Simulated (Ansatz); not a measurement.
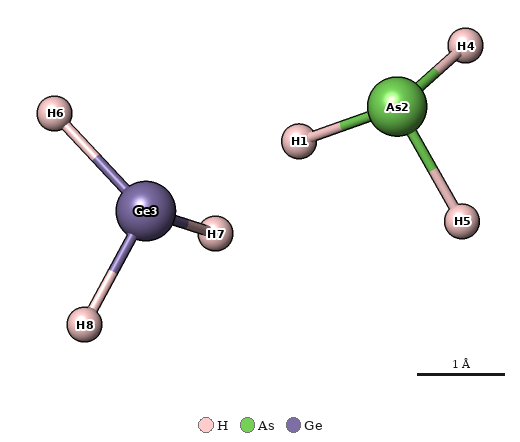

**Figure 1.** The starting structure (ball-and-stick view, seen at a tilt; atoms are numbered from 1 in the order of the input). Sticks mark near contacts. Bond lengths as drawn: As–H 1.55 to 1.56 Å and Ge–H 1.56 Å.

**Run report: GeAsH6, molecular dynamics (part 1 of 3)**

GeAsH6, multiplicity 2, computed with UKS BLYP/def2-SVP (Ansatz 0.2.0).

It belongs to a series of runs on one base structure; here: dynamics from the highest image of the converged band. Figures and captions count atoms from 1; the log counts them from 0 in places.

## Log
```
Engine: ansatz 0.2.0, aarch64-unknown-linux-gnu
Functional definition: BLYP
  parameter beta = 0.0042
  parameter a = 0.04918
  parameter b = 0.132
  parameter c = 0.2533
  parameter d = 0.349
  exchange = b88_x(beta = beta)
  correlation = lyp_c(a = a, b = b, c = c, d = d)
1062 factors; their error is unknown
mean field evaluation 1: about -117441.6909 eV, gradient 1.9e1 eV
mean field evaluation 2: about -117442.2204 eV, gradient 1.9e1 eV
mean field evaluation 4: about -117443.0418 eV, gradient 3.2e-1 eV
mean field evaluation 8: about -117442.9718 eV, gradient 7.2e-2 eV
mean field evaluation 16: about -117442.9719 eV, gradient 2.6e-5 eV
mean field -117442.97186522 eV, -4315.9496103415 hartree, gradient 2.6e-5 eV, S^2 0.750987; 0 other end points of the search recorded, 0 dependent functions left out
the calculation of the forces begins
reference -117442.97222754 eV, -4315.9496236564 hartree; 36, 35 occupied and 58, 59 virtual orbitals, 1062 factors
md step     0: t =     0.00 fs  T =   100.0 K  F+E_penalty+E_count = -117442.97186522 eV  E_kin = 0.077556 eV  conserved = -117442.89430922 eV  (28 SCF iters)
these checks for a lower state are left out or cut short: starts, cluster_reference, orbital_swaps, neighbouring_geometries, increment
1062 factors; their error is unknown
mean field -117442.97097109 eV, -4315.9495774826 hartree, gradient 3.2e-5 eV, S^2 0.750993; 0 other end points of the search recorded, 0 dependent functions left out
the calculation of the forces begins
reference -117442.97133347 eV, -4315.9495907998 hartree; 36, 35 occupied and 58, 59 virtual orbitals, 1062 factors
md step     1: t =     0.50 fs  T =    98.9 K  F+E_penalty+E_count = -117442.97097109 eV  E_kin = 0.076671 eV  conserved = -117442.89429993 eV  (28 SCF iters)
[... from here on the SCF iterations and repeated set-up lines of each step are left out, up to the last step ...]
md step     2: t =     1.00 fs  T =    95.5 K  F+E_penalty+E_count = -117442.96834141 eV  E_kin = 0.074066 eV  conserved = -117442.89427585 eV  (28 SCF iters)
md step     3: t =     1.50 fs  T =    90.4 K  F+E_penalty+E_count = -117442.96435426 eV  E_kin = 0.070113 eV  conserved = -117442.89424086 eV  (28 SCF iters)
md step     4: t =     2.00 fs  T =    84.3 K  F+E_penalty+E_count = -117442.95956172 eV  E_kin = 0.065361 eV  conserved = -117442.89420024 eV  (28 SCF iters)
md step     5: t =     2.50 fs  T =    77.9 K  F+E_penalty+E_count = -117442.95460741 eV  E_kin = 0.060448 eV  conserved = -117442.89415958 eV  (25 SCF iters)
md step     6: t =     3.00 fs  T =    72.2 K  F+E_penalty+E_count = -117442.95013728 eV  E_kin = 0.056013 eV  conserved = -117442.89412419 eV  (26 SCF iters)
md step     7: t =     3.50 fs  T =    67.8 K  F+E_penalty+E_count = -117442.94671484 eV  E_kin = 0.052616 eV  conserved = -117442.89409850 eV  (25 SCF iters)
md step     8: t =     4.00 fs  T =    65.3 K  F+E_penalty+E_count = -117442.94475064 eV  E_kin = 0.050665 eV  conserved = -117442.89408536 eV  (24 SCF iters)
md step     9: t =     4.50 fs  T =    64.9 K  F+E_penalty+E_count = -117442.94445437 eV  E_kin = 0.050368 eV  conserved = -117442.89408614 eV  (24 SCF iters)
md step    10: t =     5.00 fs  T =    66.7 K  F+E_penalty+E_count = -117442.94581328 eV  E_kin = 0.051713 eV  conserved = -117442.89410055 eV  (24 SCF iters)
md step    11: t =     5.50 fs  T =    70.2 K  F+E_penalty+E_count = -117442.94859824 eV  E_kin = 0.054472 eV  conserved = -117442.89412651 eV  (24 SCF iters)
md step    12: t =     6.00 fs  T =    75.1 K  F+E_penalty+E_count = -117442.95239639 eV  E_kin = 0.058236 eV  conserved = -117442.89416059 eV  (24 SCF iters)
md step    13: t =     6.50 fs  T =    80.5 K  F+E_penalty+E_count = -117442.95666529 eV  E_kin = 0.062467 eV  conserved = -117442.89419846 eV  (25 SCF iters)
md step    14: t =     7.00 fs  T =    85.8 K  F+E_penalty+E_count = -117442.96080273 eV  E_kin = 0.066567 eV  conserved = -117442.89423547 eV  (28 SCF iters)
md step    15: t =     7.50 fs  T =    90.2 K  F+E_penalty+E_count = -117442.96422322 eV  E_kin = 0.069957 eV  conserved = -117442.89426629 eV  (28 SCF iters)
md step    16: t =     8.00 fs  T =    93.0 K  F+E_penalty+E_count = -117442.96643703 eV  E_kin = 0.072150 eV  conserved = -117442.89428718 eV  (28 SCF iters)
md step    17: t =     8.50 fs  T =    93.9 K  F+E_penalty+E_count = -117442.96711645 eV  E_kin = 0.072822 eV  conserved = -117442.89429467 eV  (28 SCF iters)
md step    18: t =     9.00 fs  T =    92.7 K  F+E_penalty+E_count = -117442.96614740 eV  E_kin = 0.071860 eV  conserved = -117442.89428743 eV  (28 SCF iters)
md step    19: t =     9.50 fs  T =    89.5 K  F+E_penalty+E_count = -117442.96365220 eV  E_kin = 0.069387 eV  conserved = -117442.89426517 eV  (28 SCF iters)
md step    20: t =    10.00 fs  T =    84.8 K  F+E_penalty+E_count = -117442.95998376 eV  E_kin = 0.065752 eV  conserved = -117442.89423126 eV  (28 SCF iters)
md step    21: t =    10.50 fs  T =    79.3 K  F+E_penalty+E_count = -117442.95567998 eV  E_kin = 0.061489 eV  conserved = -117442.89419050 eV  (29 SCF iters)
md step    22: t =    11.00 fs  T =    73.8 K  F+E_penalty+E_count = -117442.95138804 eV  E_kin = 0.057239 eV  conserved = -117442.89414892 eV  (24 SCF iters)
md step    23: t =    11.50 fs  T =    69.2 K  F+E_penalty+E_count = -117442.94776562 eV  E_kin = 0.053652 eV  conserved = -117442.89411335 eV  (23 SCF iters)
md step    24: t =    12.00 fs  T =    66.1 K  F+E_penalty+E_count = -117442.94537355 eV  E_kin = 0.051284 eV  conserved = -117442.89408993 eV  (24 SCF iters)
md step    25: t =    12.50 fs  T =    65.1 K  F+E_penalty+E_count = -117442.94458033 eV  E_kin = 0.050497 eV  conserved = -117442.89408290 eV  (24 SCF iters)
md step    26: t =    13.00 fs  T =    66.3 K  F+E_penalty+E_count = -117442.94549670 eV  E_kin = 0.051403 eV  conserved = -117442.89409354 eV  (25 SCF iters)
md step    27: t =    13.50 fs  T =    69.4 K  F+E_penalty+E_count = -117442.94795479 eV  E_kin = 0.053835 eV  conserved = -117442.89412007 eV  (23 SCF iters)
md step    28: t =    14.00 fs  T =    74.0 K  F+E_penalty+E_count = -117442.95153606 eV  E_kin = 0.057378 eV  conserved = -117442.89415799 eV  (23 SCF iters)
md step    29: t =    14.50 fs  T =    79.2 K  F+E_penalty+E_count = -117442.95564239 eV  E_kin = 0.061442 eV  conserved = -117442.89420065 eV  (24 SCF iters)
md step    30: t =    15.00 fs  T =    84.3 K  F+E_penalty+E_count = -117442.95959810 eV  E_kin = 0.065357 eV  conserved = -117442.89424134 eV  (28 SCF iters)
md step    31: t =    15.50 fs  T =    88.3 K  F+E_penalty+E_count = -117442.96275983 eV  E_kin = 0.068486 eV  conserved = -117442.89427349 eV  (27 SCF iters)
md step    32: t =    16.00 fs  T =    90.7 K  F+E_penalty+E_count = -117442.96461845 eV  E_kin = 0.070326 eV  conserved = -117442.89429244 eV  (27 SCF iters)
md step    33: t =    16.50 fs  T =    91.0 K  F+E_penalty+E_count = -117442.96487306 eV  E_kin = 0.070577 eV  conserved = -117442.89429582 eV  (28 SCF iters)
md step    34: t =    17.00 fs  T =    89.2 K  F+E_penalty+E_count = -117442.96346859 eV  E_kin = 0.069185 eV  conserved = -117442.89428366 eV  (28 SCF iters)
md step    35: t =    17.50 fs  T =    85.5 K  F+E_penalty+E_count = -117442.96059386 eV  E_kin = 0.066335 eV  conserved = -117442.89425882 eV  (29 SCF iters)
md step    36: t =    18.00 fs  T =    80.5 K  F+E_penalty+E_count = -117442.95664137 eV  E_kin = 0.062416 eV  conserved = -117442.89422517 eV  (28 SCF iters)
md step    37: t =    18.50 fs  T =    74.7 K  F+E_penalty+E_count = -117442.95214208 eV  E_kin = 0.057954 eV  conserved = -117442.89418808 eV  (24 SCF iters)
md step    38: t =    19.00 fs  T =    69.0 K  F+E_penalty+E_count = -117442.94768252 eV  E_kin = 0.053530 eV  conserved = -117442.89415290 eV  (25 SCF iters)
md step    39: t =    19.50 fs  T =    64.1 K  F+E_penalty+E_count = -117442.94382037 eV  E_kin = 0.049696 eV  conserved = -117442.89412442 eV  (24 SCF iters)
md step    40: t =    20.00 fs  T =    60.5 K  F+E_penalty+E_count = -117442.94100898 eV  E_kin = 0.046903 eV  conserved = -117442.89410605 eV  (24 SCF iters)
md step    41: t =    20.50 fs  T =    58.6 K  F+E_penalty+E_count = -117442.93954119 eV  E_kin = 0.045441 eV  conserved = -117442.89409977 eV  (24 SCF iters)
md step    42: t =    21.00 fs  T =    58.6 K  F+E_penalty+E_count = -117442.93951750 eV  E_kin = 0.045412 eV  conserved = -117442.89410587 eV  (23 SCF iters)
md step    43: t =    21.50 fs  T =    60.2 K  F+E_penalty+E_count = -117442.94084105 eV  E_kin = 0.046718 eV  conserved = -117442.89412314 eV  (25 SCF iters)
md step    44: t =    22.00 fs  T =    63.3 K  F+E_penalty+E_count = -117442.94323764 eV  E_kin = 0.049089 eV  conserved = -117442.89414896 eV  (25 SCF iters)
md step    45: t =    22.50 fs  T =    67.2 K  F+E_penalty+E_count = -117442.94629700 eV  E_kin = 0.052117 eV  conserved = -117442.89417979 eV  (30 SCF iters)
md step    46: t =    23.00 fs  T =    71.3 K  F+E_penalty+E_count = -117442.94952918 eV  E_kin = 0.055317 eV  conserved = -117442.89421180 eV  (25 SCF iters)
md step    47: t =    23.50 fs  T =    75.0 K  F+E_penalty+E_count = -117442.95242827 eV  E_kin = 0.058188 eV  conserved = -117442.89424033 eV  (28 SCF iters)
md step    48: t =    24.00 fs  T =    77.7 K  F+E_penalty+E_count = -117442.95454044 eV  E_kin = 0.060278 eV  conserved = -117442.89426216 eV  (28 SCF iters)
md step    49: t =    24.50 fs  T =    79.0 K  F+E_penalty+E_count = -117442.95552253 eV  E_kin = 0.061248 eV  conserved = -117442.89427404 eV  (28 SCF iters)
md step    50: t =    25.00 fs  T =    78.5 K  F+E_penalty+E_count = -117442.95519132 eV  E_kin = 0.060917 eV  conserved = -117442.89427446 eV  (28 SCF iters)
md step    51: t =    25.50 fs  T =    76.4 K  F+E_penalty+E_count = -117442.95355093 eV  E_kin = 0.059288 eV  conserved = -117442.89426244 eV  (28 SCF iters)
md step    52: t =    26.00 fs  T =    72.9 K  F+E_penalty+E_count = -117442.95079885 eV  E_kin = 0.056559 eV  conserved = -117442.89423952 eV  (28 SCF iters)
md step    53: t =    26.50 fs  T =    68.5 K  F+E_penalty+E_count = -117442.94730204 eV  E_kin = 0.053093 eV  conserved = -117442.89420899 eV  (28 SCF iters)
md step    54: t =    27.00 fs  T =    63.7 K  F+E_penalty+E_count = -117442.94354678 eV  E_kin = 0.049371 eV  conserved = -117442.89417530 eV  (24 SCF iters)
md step    55: t =    27.50 fs  T =    59.2 K  F+E_penalty+E_count = -117442.94006785 eV  E_kin = 0.045924 eV  conserved = -117442.89414377 eV  (24 SCF iters)
md step    56: t =    28.00 fs  T =    55.8 K  F+E_penalty+E_count = -117442.93736566 eV  E_kin = 0.043246 eV  conserved = -117442.89411937 eV  (25 SCF iters)
md step    57: t =    28.50 fs  T =    53.8 K  F+E_penalty+E_count = -117442.93582655 eV  E_kin = 0.041720 eV  conserved = -117442.89410616 eV  (24 SCF iters)
md step    58: t =    29.00 fs  T =    53.6 K  F+E_penalty+E_count = -117442.93565877 eV  E_kin = 0.041552 eV  conserved = -117442.89410642 eV  (24 SCF iters)
md step    59: t =    29.50 fs  T =    55.1 K  F+E_penalty+E_count = -117442.93685698 eV  E_kin = 0.042737 eV  conserved = -117442.89412020 eV  (25 SCF iters)
md step    60: t =    30.00 fs  T =    58.1 K  F+E_penalty+E_count = -117442.93920196 eV  E_kin = 0.045057 eV  conserved = -117442.89414523 eV  (24 SCF iters)
md step    61: t =    30.50 fs  T =    62.0 K  F+E_penalty+E_count = -117442.94229596 eV  E_kin = 0.048119 eV  conserved = -117442.89417723 eV  (24 SCF iters)
md step    62: t =    31.00 fs  T =    66.3 K  F+E_penalty+E_count = -117442.94562850 eV  E_kin = 0.051417 eV  conserved = -117442.89421132 eV  (24 SCF iters)
md step    63: t =    31.50 fs  T =    70.2 K  F+E_penalty+E_count = -117442.94865833 eV  E_kin = 0.054417 eV  conserved = -117442.89424176 eV  (27 SCF iters)
md step    64: t =    32.00 fs  T =    73.0 K  F+E_penalty+E_count = -117442.95090083 eV  E_kin = 0.056637 eV  conserved = -117442.89426388 eV  (27 SCF iters)
md step    65: t =    32.50 fs  T =    74.4 K  F+E_penalty+E_count = -117442.95200248 eV  E_kin = 0.057728 eV  conserved = -117442.89427416 eV  (28 SCF iters)
md step    66: t =    33.00 fs  T =    74.2 K  F+E_penalty+E_count = -117442.95179347 eV  E_kin = 0.057521 eV  conserved = -117442.89427216 eV  (27 SCF iters)
md step    67: t =    33.50 fs  T =    72.3 K  F+E_penalty+E_count = -117442.95030482 eV  E_kin = 0.056047 eV  conserved = -117442.89425784 eV  (28 SCF iters)
md step    68: t =    34.00 fs  T =    69.0 K  F+E_penalty+E_count = -117442.94775817 eV  E_kin = 0.053524 eV  conserved = -117442.89423423 eV  (29 SCF iters)
md step    69: t =    34.50 fs  T =    64.9 K  F+E_penalty+E_count = -117442.94452200 eV  E_kin = 0.050316 eV  conserved = -117442.89420568 eV  (25 SCF iters)
md step    70: t =    35.00 fs  T =    60.4 K  F+E_penalty+E_count = -117442.94104824 eV  E_kin = 0.046872 eV  conserved = -117442.89417623 eV  (24 SCF iters)
md step    71: t =    35.50 fs  T =    56.3 K  F+E_penalty+E_count = -117442.93780217 eV  E_kin = 0.043652 eV  conserved = -117442.89415035 eV  (25 SCF iters)
md step    72: t =    36.00 fs  T =    52.9 K  F+E_penalty+E_count = -117442.93519335 eV  E_kin = 0.041062 eV  conserved = -117442.89413155 eV  (23 SCF iters)
md step    73: t =    36.50 fs  T =    50.8 K  F+E_penalty+E_count = -117442.93352049 eV  E_kin = 0.039398 eV  conserved = -117442.89412201 eV  (24 SCF iters)
md step    74: t =    37.00 fs  T =    50.0 K  F+E_penalty+E_count = -117442.93293629 eV  E_kin = 0.038814 eV  conserved = -117442.89412247 eV  (24 SCF iters)
md step    75: t =    37.50 fs  T =    50.7 K  F+E_penalty+E_count = -117442.93343513 eV  E_kin = 0.039303 eV  conserved = -117442.89413219 eV  (24 SCF iters)
md step    76: t =    38.00 fs  T =    52.5 K  F+E_penalty+E_count = -117442.93486323 eV  E_kin = 0.040714 eV  conserved = -117442.89414952 eV  (24 SCF iters)
md step    77: t =    38.50 fs  T =    55.2 K  F+E_penalty+E_count = -117442.93694663 eV  E_kin = 0.042775 eV  conserved = -117442.89417179 eV  (24 SCF iters)
md step    78: t =    39.00 fs  T =    58.2 K  F+E_penalty+E_count = -117442.93933336 eV  E_kin = 0.045137 eV  conserved = -117442.89419587 eV  (25 SCF iters)
md step    79: t =    39.50 fs  T =    61.1 K  F+E_penalty+E_count = -117442.94164286 eV  E_kin = 0.047424 eV  conserved = -117442.89421866 eV  (25 SCF iters)
md step    80: t =    40.00 fs  T =    63.5 K  F+E_penalty+E_count = -117442.94351662 eV  E_kin = 0.049280 eV  conserved = -117442.89423701 eV  (25 SCF iters)
md step    81: t =    40.50 fs  T =    65.0 K  F+E_penalty+E_count = -117442.94466607 eV  E_kin = 0.050417 eV  conserved = -117442.89424891 eV  (29 SCF iters)
md step    82: t =    41.00 fs  T =    65.3 K  F+E_penalty+E_count = -117442.94490875 eV  E_kin = 0.050656 eV  conserved = -117442.89425245 eV  (27 SCF iters)
md step    83: t =    41.50 fs  T =    64.4 K  F+E_penalty+E_count = -117442.94419358 eV  E_kin = 0.049946 eV  conserved = -117442.89424738 eV  (28 SCF iters)
md step    84: t =    42.00 fs  T =    62.4 K  F+E_penalty+E_count = -117442.94260645 eV  E_kin = 0.048372 eV  conserved = -117442.89423442 eV  (28 SCF iters)
md step    85: t =    42.50 fs  T =    59.5 K  F+E_penalty+E_count = -117442.94035808 eV  E_kin = 0.046143 eV  conserved = -117442.89421505 eV  (24 SCF iters)
md step    86: t =    43.00 fs  T =    56.2 K  F+E_penalty+E_count = -117442.93775577 eV  E_kin = 0.043563 eV  conserved = -117442.89419280 eV  (25 SCF iters)
md step    87: t =    43.50 fs  T =    52.8 K  F+E_penalty+E_count = -117442.93515717 eV  E_kin = 0.040987 eV  conserved = -117442.89417019 eV  (25 SCF iters)
md step    88: t =    44.00 fs  T =    50.0 K  F+E_penalty+E_count = -117442.93292134 eV  E_kin = 0.038770 eV  conserved = -117442.89415097 eV  (25 SCF iters)
md step    89: t =    44.50 fs  T =    48.0 K  F+E_penalty+E_count = -117442.93135468 eV  E_kin = 0.037217 eV  conserved = -117442.89413784 eV  (25 SCF iters)
md step    90: t =    45.00 fs  T =    47.1 K  F+E_penalty+E_count = -117442.93066610 eV  E_kin = 0.036533 eV  conserved = -117442.89413282 eV  (25 SCF iters)
md step    91: t =    45.50 fs  T =    47.4 K  F+E_penalty+E_count = -117442.93093462 eV  E_kin = 0.036798 eV  conserved = -117442.89413691 eV  (25 SCF iters)
md step    92: t =    46.00 fs  T =    48.9 K  F+E_penalty+E_count = -117442.93209509 eV  E_kin = 0.037945 eV  conserved = -117442.89414962 eV  (29 SCF iters)
md step    93: t =    46.50 fs  T =    51.3 K  F+E_penalty+E_count = -117442.93394546 eV  E_kin = 0.039777 eV  conserved = -117442.89416890 eV  (24 SCF iters)
md step    94: t =    47.00 fs  T =    54.1 K  F+E_penalty+E_count = -117442.93617640 eV  E_kin = 0.041984 eV  conserved = -117442.89419229 eV  (24 SCF iters)
md step    95: t =    47.50 fs  T =    57.0 K  F+E_penalty+E_count = -117442.93841703 eV  E_kin = 0.044201 eV  conserved = -117442.89421573 eV  (25 SCF iters)
md step    96: t =    48.00 fs  T =    59.4 K  F+E_penalty+E_count = -117442.94029499 eV  E_kin = 0.046060 eV  conserved = -117442.89423547 eV  (25 SCF iters)
md step    97: t =    48.50 fs  T =    60.9 K  F+E_penalty+E_count = -117442.94149678 eV  E_kin = 0.047248 eV  conserved = -117442.89424835 eV  (28 SCF iters)
md step    98: t =    49.00 fs  T =    61.3 K  F+E_penalty+E_count = -117442.94181868 eV  E_kin = 0.047567 eV  conserved = -117442.89425176 eV  (28 SCF iters)
md step    99: t =    49.50 fs  T =    60.5 K  F+E_penalty+E_count = -117442.94120115 eV  E_kin = 0.046955 eV  conserved = -117442.89424600 eV  (28 SCF iters)
md step   100: t =    50.00 fs  T =    58.7 K  F+E_penalty+E_count = -117442.93973334 eV  E_kin = 0.045501 eV  conserved = -117442.89423195 eV  (28 SCF iters)
md step   101: t =    50.50 fs  T =    56.0 K  F+E_penalty+E_count = -117442.93763529 eV  E_kin = 0.043423 eV  conserved = -117442.89421213 eV  (25 SCF iters)
md step   102: t =    51.00 fs  T =    52.9 K  F+E_penalty+E_count = -117442.93521669 eV  E_kin = 0.041027 eV  conserved = -117442.89419003 eV  (25 SCF iters)
md step   103: t =    51.50 fs  T =    49.8 K  F+E_penalty+E_count = -117442.93282308 eV  E_kin = 0.038654 eV  conserved = -117442.89416953 eV  (24 SCF iters)
md step   104: t =    52.00 fs  T =    47.2 K  F+E_penalty+E_count = -117442.93077861 eV  E_kin = 0.036625 eV  conserved = -117442.89415329 eV  (25 SCF iters)
md step   105: t =    52.50 fs  T =    45.4 K  F+E_penalty+E_count = -117442.92933880 eV  E_kin = 0.035195 eV  conserved = -117442.89414363 eV  (26 SCF iters)
md step   106: t =    53.00 fs  T =    44.5 K  F+E_penalty+E_count = -117442.92865590 eV  E_kin = 0.034514 eV  conserved = -117442.89414148 eV  (24 SCF iters)
md step   107: t =    53.50 fs  T =    44.6 K  F+E_penalty+E_count = -117442.92876410 eV  E_kin = 0.034618 eV  conserved = -117442.89414659 eV  (24 SCF iters)
md step   108: t =    54.00 fs  T =    45.7 K  F+E_penalty+E_count = -117442.92958287 eV  E_kin = 0.035425 eV  conserved = -117442.89415768 eV  (25 SCF iters)
md step   109: t =    54.50 fs  T =    47.4 K  F+E_penalty+E_count = -117442.93093644 eV  E_kin = 0.036764 eV  conserved = -117442.89417282 eV  (25 SCF iters)
md step   110: t =    55.00 fs  T =    49.5 K  F+E_penalty+E_count = -117442.93258436 eV  E_kin = 0.038395 eV  conserved = -117442.89418959 eV  (25 SCF iters)
md step   111: t =    55.50 fs  T =    51.6 K  F+E_penalty+E_count = -117442.93425916 eV  E_kin = 0.040053 eV  conserved = -117442.89420605 eV  (25 SCF iters)
md step   112: t =    56.00 fs  T =    53.5 K  F+E_penalty+E_count = -117442.93570287 eV  E_kin = 0.041483 eV  conserved = -117442.89421956 eV  (25 SCF iters)
md step   113: t =    56.50 fs  T =    54.8 K  F+E_penalty+E_count = -117442.93670307 eV  E_kin = 0.042474 eV  conserved = -117442.89422883 eV  (25 SCF iters)
```
